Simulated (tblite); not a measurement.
**C6H8BrFSi: geometry relaxation**

The run: geometry relaxation of C6H8BrFSi. Method and program: GFN2-xTB geometry optimisation, gas phase (tblite 0.8.0).

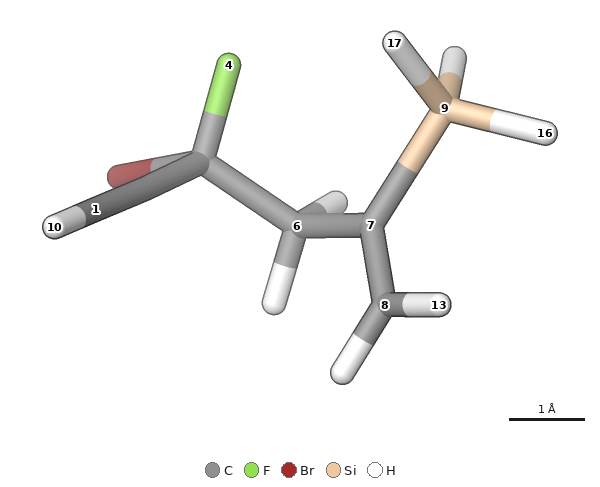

**Figure 1.** The input geometry (stick view, seen at a tilt; atoms are numbered from 1 in the order of the input). Bond lengths as drawn: Br–C 1.96 Å, C–C 1.20 to 1.56 Å, C–F 1.35 Å, C–H 1.06 to 1.10 Å, C–Si 1.88 Å and H–Si 1.47 to 1.49 Å.

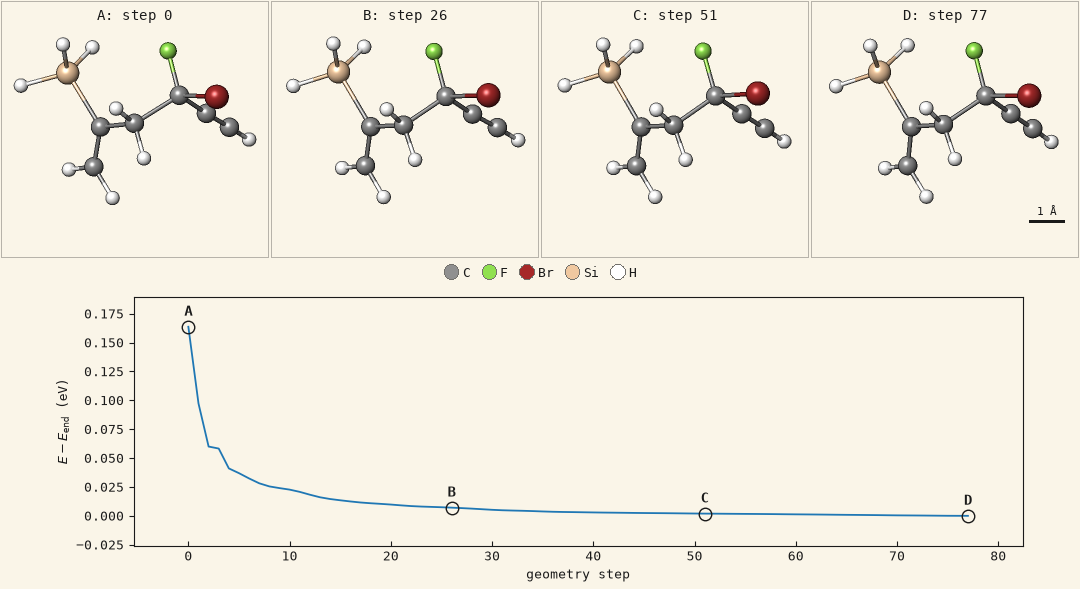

**Figure 2.** Frames of the relaxation (ball-and-stick view, seen at an oblique angle) above the curves, on which the letters mark them (steps are counted from 0).

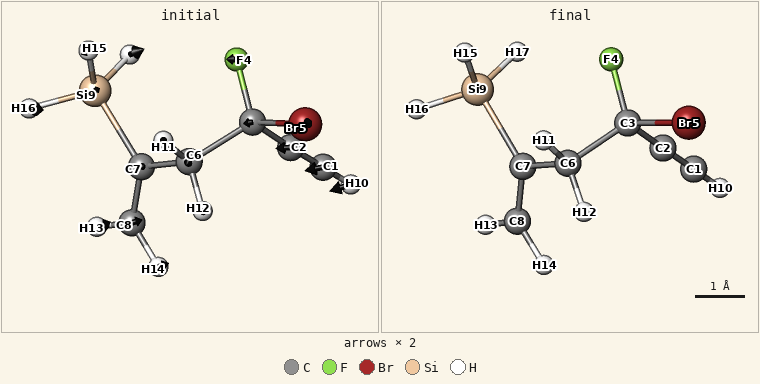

**Figure 3.** Before (left) and after (right) the relaxation, at one scale (ball-and-stick view, seen at an oblique angle). The black arrows give the displacements, magnified 2 times. Over 77 geometry steps the energy falls by 0.164 eV. Largest force component: 1.3 eV/Å at the start, 0.007 eV/Å at the end. The largest move after the best rigid fit is that of H10, 0.24 Å. By element the largest moves are H 0.24 Å, C 0.20 Å, F 0.12 Å, Br 0.11 Å, Si 0.06 Å. Among the contacts that change: C3–Br5 1.958 → 2.013 Å, C3–C6 1.557 → 1.522 Å, Si9–H16 1.489 → 1.463 Å, C2–C3 1.468 → 1.442 Å. Among the angles that change: C3–C6–C7 116.8° → 109.9°, H11–C6–H12 105.1° → 109.0°, F4–C3–Br5 108.1° → 105.0°. (Atoms are counted from 1 in the order of the input.)

The input that produced these results follows, with the program's output.

**Input**
```
{"job": {"kind": "relax", "xc": "GFN2-xTB", "basis": "xTB"}, "charge": 0, "multiplicity": 1}
C      2.380500     1.538600     1.164600
C      1.926300     0.481400     0.813800
C      1.397300    -0.829200     0.416100
F      0.772700    -1.389500     1.475300
Br     2.873500    -2.002200    -0.111200
C      0.395200    -0.735000    -0.771800
C     -0.829000     0.152800    -0.571000
C     -0.971000     1.320800    -1.219400
Si    -2.140500    -0.507500     0.596500
H      2.757400     2.482900     1.479200
H      0.051000    -1.746300    -1.032500
H      0.937800    -0.381100    -1.656600
H     -1.860400     1.948400    -1.092700
H     -0.213200     1.683100    -1.911300
H     -2.095500    -1.978000     0.602100
H     -3.484000    -0.060600     0.134200
H     -1.905000     0.033300     1.960700
```

The first line tells a small driver script what to run in tblite; the rest is the geometry in Å.

Launched with:
```bash
OMP_NUM_THREADS=1 python <driver script> task.json out
```

**Output**
```
step      E/eV     max force
  0    -744.41343    1.614
  1    -744.47976    0.961
  2    -744.51714    1.070
  3    -744.51887    1.834
  4    -744.53607    0.413
  5    -744.54018    0.222
  6    -744.54476    0.238
  7    -744.54895    0.263
  8    -744.55165    0.147
  9    -744.55311    0.140
 10    -744.55442    0.119
 11    -744.55637    0.213
 12    -744.55882    0.229
 13    -744.56105    0.151
 14    -744.56256    0.090
 15    -744.56366    0.112
 16    -744.56467    0.120
 17    -744.56557    0.085
 18    -744.56622    0.052
 19    -744.56676    0.057
 20    -744.56735    0.076
 21    -744.56805    0.071
 22    -744.56867    0.050
 23    -744.56909    0.044
 24    -744.56938    0.043
 25    -744.56968    0.048
 26    -744.57003    0.051
 27    -744.57043    0.049
 28    -744.57088    0.051
 29    -744.57139    0.053
 30    -744.57190    0.060
 31    -744.57229    0.043
 32    -744.57254    0.045
 33    -744.57275    0.045
 34    -744.57301    0.045
 35    -744.57333    0.052
 36    -744.57360    0.038
 37    -744.57378    0.029
 38    -744.57390    0.024
 39    -744.57404    0.035
 40    -744.57418    0.039
 41    -744.57430    0.027
 42    -744.57439    0.024
 43    -744.57449    0.023
 44    -744.57460    0.029
 45    -744.57469    0.024
 46    -744.57476    0.023
 47    -744.57483    0.026
 48    -744.57492    0.026
 49    -744.57502    0.033
 50    -744.57512    0.026
 51    -744.57519    0.017
 52    -744.57525    0.020
 53    -744.57532    0.022
 54    -744.57539    0.022
 55    -744.57545    0.018
 56    -744.57550    0.020
 57    -744.57557    0.025
 58    -744.57565    0.024
 59    -744.57575    0.025
 60    -744.57583    0.019
 61    -744.57590    0.022
 62    -744.57598    0.029
 63    -744.57607    0.027
 64    -744.57617    0.027
 65    -744.57626    0.023
 66    -744.57633    0.024
 67    -744.57641    0.024
 68    -744.57650    0.029
 69    -744.57661    0.027
 70    -744.57671    0.023
 71    -744.57677    0.018
 72    -744.57683    0.027
 73    -744.57690    0.031
 74    -744.57699    0.027
 75    -744.57707    0.017
 76    -744.57710    0.011
 77    -744.57712    0.009
```

**Trajectory as extended XYZ (Å, eV, eV/Å), 13 of the 78 frames kept, from step=0 to step=77**
```
17
Properties=species:S:1:pos:R:3:forces:R:3 step=0 energy=-744.41343
C     2.3805    1.5386    1.1646   -0.1150  -0.1900  -0.0420
C     1.9263    0.4814    0.8138    0.0800   0.0810  -0.0890
C     1.3973   -0.8292    0.4161   -0.8270   1.2880  -0.5110
F     0.7727   -1.3895    1.4753   -0.0910  -0.3680   0.3680
Br    2.8735   -2.0022   -0.1112    0.2580  -0.2100  -0.0130
C     0.3952   -0.7350   -0.7718    0.0190   0.2850  -0.5040
C    -0.8290    0.1528   -0.5710    0.4130   0.5620  -0.2510
C    -0.9710    1.3208   -1.2194    0.1100  -0.6310   0.3200
Si   -2.1405   -0.5075    0.5965   -0.6700   0.0510   0.5910
H     2.7574    2.4829    1.4792   -0.1810  -0.4940  -0.1860
H     0.0510   -1.7463   -1.0325    0.0620   0.0830   0.3420
H     0.9378   -0.3811   -1.6566    0.1920   0.1000   0.1440
H    -1.8604    1.9484   -1.0927    0.5290  -0.4310  -0.0690
H    -0.2132    1.6831   -1.9113   -0.1980   0.0000   0.1830
H    -2.0955   -1.9780    0.6021    0.0240   0.1560  -0.0140
H    -3.4840   -0.0606    0.1342    0.4100  -0.1120   0.0830
H    -1.9050    0.0333    1.9607   -0.0140  -0.1680  -0.3510
17
Properties=species:S:1:pos:R:3:forces:R:3 step=6 energy=-744.54476
C     2.3704    1.5280    1.1620   -0.1110  -0.1690  -0.0720
C     1.9074    0.4844    0.7946   -0.0480   0.2330   0.0030
C     1.3431   -0.7820    0.3992    0.0690   0.0030  -0.0820
F     0.7664   -1.3942    1.4682   -0.1570  -0.0170  -0.0030
Br    2.8814   -2.0044   -0.1099   -0.0320   0.0650   0.0120
C     0.3913   -0.7159   -0.7940    0.0540  -0.0570  -0.0180
C    -0.8204    0.1509   -0.5563    0.0710   0.1300  -0.1360
C    -0.9559    1.2993   -1.2110    0.0540  -0.1100   0.0720
Si   -2.1555   -0.5057    0.6161   -0.0310   0.0240   0.0750
H     2.7537    2.4559    1.4690    0.0340  -0.0350  -0.0180
H     0.0578   -1.7372   -1.0007    0.0160  -0.0120   0.0070
H     0.9630   -0.3627   -1.6581   -0.0110   0.0510   0.0480
H    -1.8296    1.9165   -1.0908   -0.0270  -0.0150   0.0500
H    -0.2178    1.6817   -1.9022    0.0500  -0.0620   0.0320
H    -2.0940   -1.9659    0.6020    0.0070  -0.0300   0.0080
H    -3.4655   -0.0626    0.1344    0.0440   0.0160  -0.0150
H    -1.9029    0.0259    1.9535    0.0180  -0.0140   0.0370
17
Properties=species:S:1:pos:R:3:forces:R:3 step=13 energy=-744.56105
C     2.3498    1.5313    1.1512   -0.0070  -0.0170  -0.0110
C     1.8572    0.5045    0.7816   -0.0390  -0.0310   0.0360
C     1.3197   -0.7753    0.3920   -0.0170  -0.0590  -0.0370
F     0.7059   -1.3883    1.4440    0.0280   0.0200   0.0200
Br    2.8782   -1.9671   -0.0880    0.0200   0.0040   0.0700
C     0.3926   -0.7299   -0.8119   -0.0420   0.0690  -0.0400
C    -0.8111    0.1407   -0.5575   -0.0740  -0.1310   0.0110
C    -0.9420    1.2924   -1.1991    0.0090   0.0290  -0.0100
Si   -2.1395   -0.5044    0.6337    0.0280  -0.0370  -0.0290
H     2.7703    2.4425    1.4565   -0.0080   0.0230  -0.0160
H     0.0711   -1.7550   -1.0275    0.0180   0.0850   0.0030
H     0.9651   -0.3483   -1.6605    0.0230  -0.0250  -0.0520
H    -1.8180    1.9078   -1.0662    0.1080   0.0110  -0.0040
H    -0.1918    1.6584   -1.8869   -0.0560   0.0370   0.0040
H    -2.0906   -1.9659    0.6108    0.0020  -0.0110   0.0200
H    -3.4337   -0.0482    0.1289   -0.0180   0.0290   0.0110
H    -1.8903    0.0169    1.9749    0.0250   0.0030   0.0230
17
Properties=species:S:1:pos:R:3:forces:R:3 step=19 energy=-744.56676
C     2.3390    1.5307    1.1427    0.0030   0.0120   0.0050
C     1.8299    0.5071    0.7875    0.0010  -0.0110  -0.0360
C     1.3064   -0.7753    0.3878   -0.0380  -0.0080   0.0030
F     0.6829   -1.3854    1.4370   -0.0040  -0.0170  -0.0220
Br    2.8833   -1.9497   -0.0525    0.0140  -0.0240   0.0300
C     0.3927   -0.7320   -0.8285   -0.0220  -0.0060  -0.0100
C    -0.8186    0.1246   -0.5704    0.0220   0.0050   0.0520
C    -0.9352    1.2885   -1.1922   -0.0100   0.0480  -0.0260
Si   -2.1338   -0.5126    0.6411    0.0310  -0.0070  -0.0470
H     2.7692    2.4391    1.4428   -0.0220   0.0260  -0.0050
H     0.0786   -1.7542   -1.0526    0.0060  -0.0380   0.0100
H     0.9669   -0.3492   -1.6766    0.0200   0.0100   0.0150
H    -1.7946    1.9210   -1.0505   -0.0090   0.0080   0.0250
H    -0.1891    1.6577   -1.8810    0.0120   0.0110  -0.0090
H    -2.0891   -1.9749    0.6235   -0.0120   0.0080   0.0140
H    -3.4204   -0.0334    0.1348   -0.0170  -0.0040   0.0340
H    -1.8751    0.0100    1.9830    0.0230  -0.0110  -0.0310
17
Properties=species:S:1:pos:R:3:forces:R:3 step=26 energy=-744.57003
C     2.3268    1.5304    1.1350   -0.0180   0.0160  -0.0090
C     1.8149    0.5078    0.7795    0.0070  -0.0130   0.0120
C     1.2970   -0.7796    0.3843   -0.0020   0.0240   0.0340
F     0.6627   -1.3900    1.4264   -0.0010   0.0140   0.0020
Br    2.8884   -1.9526   -0.0157   -0.0250  -0.0110  -0.0140
C     0.3925   -0.7363   -0.8385    0.0450  -0.0230   0.0010
C    -0.8147    0.1253   -0.5774    0.0230  -0.0010  -0.0070
C    -0.9280    1.2961   -1.1883    0.0000  -0.0070  -0.0010
Si   -2.1252   -0.5170    0.6329   -0.0140   0.0030   0.0260
H     2.7502    2.4454    1.4283   -0.0310  -0.0140  -0.0120
H     0.0836   -1.7598   -1.0636   -0.0230  -0.0200  -0.0090
H     0.9752   -0.3505   -1.6785    0.0130   0.0090  -0.0240
H    -1.7807    1.9331   -1.0294   -0.0230   0.0070   0.0080
H    -0.1871    1.6670   -1.8813    0.0270   0.0130   0.0030
H    -2.0943   -1.9786    0.6334    0.0010  -0.0070  -0.0290
H    -3.4199   -0.0292    0.1578   -0.0100  -0.0030  -0.0020
H    -1.8487    0.0006    1.9709    0.0300   0.0150   0.0210
17
Properties=species:S:1:pos:R:3:forces:R:3 step=32 energy=-744.57254
C     2.3002    1.5383    1.1213   -0.0090  -0.0070   0.0020
C     1.8082    0.5013    0.7803   -0.0140   0.0120  -0.0100
C     1.2901   -0.7857    0.3867    0.0150  -0.0050  -0.0130
F     0.6398   -1.3855    1.4247    0.0120  -0.0090  -0.0010
Br    2.8776   -1.9675    0.0053   -0.0120  -0.0210   0.0000
C     0.3996   -0.7426   -0.8473   -0.0160   0.0090   0.0150
C    -0.8052    0.1231   -0.5839   -0.0200   0.0110  -0.0120
C    -0.9165    1.3010   -1.1818   -0.0070  -0.0090   0.0020
Si   -2.1149   -0.5146    0.6343    0.0080  -0.0040   0.0060
H     2.7157    2.4572    1.4112   -0.0180   0.0070  -0.0080
H     0.0829   -1.7642   -1.0756    0.0170   0.0120   0.0030
H     0.9895   -0.3567   -1.6840   -0.0160  -0.0090   0.0220
H    -1.7709    1.9336   -1.0104    0.0030   0.0100  -0.0110
H    -0.1776    1.6827   -1.8725    0.0070  -0.0120   0.0210
H    -2.0989   -1.9771    0.6188    0.0160   0.0010  -0.0100
H    -3.4214   -0.0319    0.1808    0.0410   0.0180   0.0060
H    -1.8050    0.0007    1.9680   -0.0080  -0.0060  -0.0110
17
Properties=species:S:1:pos:R:3:forces:R:3 step=38 energy=-744.57390
C     2.2809    1.5424    1.1145   -0.0040   0.0020  -0.0030
C     1.7992    0.5000    0.7760    0.0120  -0.0080   0.0020
C     1.2869   -0.7899    0.3868   -0.0050  -0.0190  -0.0080
F     0.6332   -1.3869    1.4244   -0.0080  -0.0030   0.0160
Br    2.8652   -1.9850    0.0157    0.0070   0.0070  -0.0070
C     0.3995   -0.7447   -0.8485   -0.0120   0.0010  -0.0140
C    -0.8052    0.1218   -0.5880    0.0080   0.0020   0.0120
C    -0.9131    1.3034   -1.1785    0.0180   0.0050   0.0100
Si   -2.1047   -0.5170    0.6371    0.0000   0.0000  -0.0080
H     2.6860    2.4677    1.3973   -0.0080   0.0190   0.0010
H     0.0865   -1.7660   -1.0808   -0.0120  -0.0020   0.0050
H     0.9924   -0.3594   -1.6822    0.0010   0.0130  -0.0040
H    -1.7652    1.9396   -1.0058    0.0150  -0.0110  -0.0150
H    -0.1662    1.6869   -1.8591   -0.0050  -0.0020  -0.0060
H    -2.0926   -1.9785    0.6055    0.0090  -0.0100   0.0090
H    -3.4073   -0.0212    0.1946   -0.0100   0.0220  -0.0020
H    -1.7824   -0.0014    1.9668   -0.0060  -0.0170   0.0110
17
Properties=species:S:1:pos:R:3:forces:R:3 step=45 energy=-744.57469
C     2.2670    1.5456    1.1085   -0.0030   0.0060  -0.0010
C     1.7998    0.4950    0.7752   -0.0010   0.0020  -0.0100
C     1.2873   -0.7959    0.3865   -0.0110   0.0120   0.0180
F     0.6305   -1.3875    1.4262    0.0100  -0.0150  -0.0060
Br    2.8619   -1.9923    0.0153    0.0070  -0.0010  -0.0040
C     0.3986   -0.7461   -0.8482    0.0150  -0.0020   0.0050
C    -0.8021    0.1238   -0.5845    0.0060  -0.0150  -0.0040
C    -0.9048    1.3051   -1.1760   -0.0040   0.0070  -0.0020
Si   -2.1026   -0.5177    0.6378    0.0100   0.0060  -0.0030
H     2.6608    2.4772    1.3884   -0.0070  -0.0030  -0.0020
H     0.0817   -1.7657   -1.0827   -0.0030   0.0020   0.0020
H     0.9919   -0.3581   -1.6805    0.0030  -0.0040  -0.0070
H    -1.7572    1.9410   -1.0089   -0.0030   0.0140   0.0030
H    -0.1573    1.6873   -1.8563    0.0050  -0.0090  -0.0050
H    -2.0853   -1.9800    0.6025   -0.0150   0.0110  -0.0050
H    -3.4009   -0.0042    0.2014   -0.0050  -0.0040  -0.0010
H    -1.7764   -0.0157    1.9712   -0.0050  -0.0060   0.0200
17
Properties=species:S:1:pos:R:3:forces:R:3 step=51 energy=-744.57519
C     2.2546    1.5497    1.1029   -0.0030  -0.0010   0.0030
C     1.7978    0.4931    0.7740   -0.0060  -0.0010   0.0100
C     1.2881   -0.7994    0.3876    0.0100   0.0030  -0.0070
F     0.6334   -1.3951    1.4260    0.0100   0.0040  -0.0120
Br    2.8646   -1.9953    0.0131   -0.0020   0.0120  -0.0010
C     0.4003   -0.7467   -0.8477   -0.0030  -0.0100   0.0040
C    -0.7985    0.1257   -0.5834   -0.0010   0.0030   0.0130
C    -0.8996    1.3065   -1.1764    0.0080   0.0010   0.0070
Si   -2.0992   -0.5129    0.6403   -0.0100  -0.0080   0.0100
H     2.6409    2.4848    1.3814   -0.0030  -0.0030  -0.0050
H     0.0784   -1.7643   -1.0824    0.0020  -0.0160   0.0000
H     0.9946   -0.3615   -1.6810   -0.0030  -0.0020   0.0080
H    -1.7486    1.9472   -1.0086    0.0050   0.0030  -0.0020
H    -0.1495    1.6824   -1.8573   -0.0030   0.0060  -0.0120
H    -2.0907   -1.9748    0.5980   -0.0110  -0.0030  -0.0120
H    -3.3972    0.0046    0.2062    0.0060   0.0030   0.0030
H    -1.7763   -0.0319    1.9830    0.0020   0.0080  -0.0070
17
Properties=species:S:1:pos:R:3:forces:R:3 step=58 energy=-744.57565
C     2.2406    1.5534    1.0992    0.0000   0.0000   0.0010
C     1.7922    0.4918    0.7754   -0.0020   0.0040   0.0030
C     1.2902   -0.8025    0.3874    0.0120  -0.0190  -0.0080
F     0.6394   -1.4043    1.4237   -0.0060  -0.0070   0.0200
Br    2.8708   -1.9904    0.0092    0.0090   0.0090  -0.0040
C     0.4004   -0.7512   -0.8456   -0.0100   0.0030  -0.0100
C    -0.7939    0.1269   -0.5779   -0.0150   0.0120  -0.0150
C    -0.8911    1.3071   -1.1739   -0.0010  -0.0090   0.0020
Si   -2.0974   -0.5113    0.6441   -0.0140   0.0060   0.0040
H     2.6203    2.4921    1.3726    0.0050   0.0130   0.0060
H     0.0774   -1.7688   -1.0800   -0.0030  -0.0010   0.0100
H     0.9934   -0.3667   -1.6795    0.0050   0.0000  -0.0090
H    -1.7354    1.9543   -1.0062    0.0010  -0.0110   0.0100
H    -0.1446    1.6783   -1.8622    0.0040  -0.0110   0.0100
H    -2.1039   -1.9733    0.5850    0.0010   0.0090  -0.0020
H    -3.3926    0.0173    0.2136    0.0110   0.0070   0.0060
H    -1.7728   -0.0408    1.9910    0.0030  -0.0040  -0.0230
17
Properties=species:S:1:pos:R:3:forces:R:3 step=64 energy=-744.57617
C     2.2242    1.5581    1.0957    0.0000   0.0000   0.0000
C     1.7845    0.4909    0.7782   -0.0020   0.0070  -0.0060
C     1.2929   -0.8074    0.3879   -0.0100   0.0130  -0.0040
F     0.6479   -1.4169    1.4244    0.0100  -0.0020  -0.0110
Br    2.8840   -1.9770    0.0016   -0.0010   0.0010  -0.0010
C     0.3994   -0.7574   -0.8442   -0.0010  -0.0040   0.0050
C    -0.7924    0.1244   -0.5766    0.0120  -0.0080  -0.0020
C    -0.8828    1.3055   -1.1711   -0.0010  -0.0030   0.0000
Si   -2.0988   -0.5083    0.6442    0.0100   0.0080  -0.0140
H     2.5960    2.5018    1.3645    0.0000  -0.0030   0.0070
H     0.0734   -1.7755   -1.0726    0.0070   0.0010  -0.0030
H     0.9910   -0.3750   -1.6809   -0.0050  -0.0190   0.0080
H    -1.7212    1.9583   -0.9966    0.0010  -0.0040  -0.0130
H    -0.1350    1.6684   -1.8624   -0.0050   0.0110   0.0160
H    -2.1200   -1.9683    0.5677   -0.0030  -0.0110   0.0060
H    -3.3868    0.0412    0.2252   -0.0220   0.0140  -0.0060
H    -1.7634   -0.0508    1.9907    0.0110  -0.0020   0.0170
17
Properties=species:S:1:pos:R:3:forces:R:3 step=71 energy=-744.57677
C     2.2104    1.5642    1.0949   -0.0060  -0.0070   0.0020
C     1.7745    0.4953    0.7771    0.0060  -0.0030   0.0040
C     1.2963   -0.8084    0.3864   -0.0030   0.0080   0.0010
F     0.6649   -1.4315    1.4226    0.0060   0.0170   0.0000
Br    2.9007   -1.9569   -0.0118    0.0020   0.0020   0.0010
C     0.3974   -0.7675   -0.8415    0.0030  -0.0020  -0.0020
C    -0.7916    0.1190   -0.5764    0.0020  -0.0070  -0.0070
C    -0.8753    1.3016   -1.1687    0.0030   0.0090  -0.0020
Si   -2.1052   -0.5019    0.6424    0.0140  -0.0060  -0.0040
H     2.5766    2.5098    1.3657   -0.0060  -0.0110   0.0010
H     0.0717   -1.7871   -1.0618   -0.0070  -0.0040   0.0080
H     0.9877   -0.3947   -1.6829   -0.0090   0.0070  -0.0070
H    -1.7113    1.9575   -0.9962   -0.0090  -0.0010  -0.0050
H    -0.1239    1.6657   -1.8545    0.0100   0.0050  -0.0020
H    -2.1412   -1.9619    0.5547   -0.0160   0.0020   0.0050
H    -3.3875    0.0733    0.2339    0.0130  -0.0060   0.0080
H    -1.7512   -0.0644    1.9920   -0.0040  -0.0020   0.0010
17
Properties=species:S:1:pos:R:3:forces:R:3 step=77 energy=-744.57712
C     2.1946    1.5682    1.0942    0.0030   0.0050   0.0050
C     1.7684    0.4960    0.7756    0.0050   0.0020  -0.0060
C     1.2991   -0.8099    0.3841    0.0040   0.0020  -0.0010
F     0.6761   -1.4369    1.4228   -0.0040   0.0000  -0.0060
Br    2.9123   -1.9449   -0.0198   -0.0040  -0.0010   0.0020
C     0.3964   -0.7749   -0.8412    0.0020   0.0010  -0.0010
C    -0.7895    0.1162   -0.5790   -0.0020  -0.0020   0.0060
C    -0.8667    1.3013   -1.1677   -0.0020  -0.0030  -0.0010
Si   -2.1035   -0.4991    0.6416   -0.0050  -0.0050   0.0050
H     2.5541    2.5157    1.3654    0.0000   0.0050   0.0070
H     0.0684   -1.7960   -1.0521   -0.0060   0.0020  -0.0010
H     0.9827   -0.4078   -1.6876    0.0030  -0.0020  -0.0050
H    -1.7035    1.9574   -0.9984    0.0020   0.0020   0.0000
H    -0.1109    1.6669   -1.8483    0.0020  -0.0060  -0.0030
H    -2.1635   -1.9577    0.5458   -0.0030  -0.0020   0.0000
H    -3.3804    0.0952    0.2462    0.0030   0.0010   0.0010
H    -1.7411   -0.0778    1.9942    0.0040   0.0000  -0.0020
```

**Summary**

- outcome: converged
- total energy: −744.5771 eV
- hardware: 1 CPU thread, shared host
- wall time: 2.1 s
- peak memory: 0.18 GiB
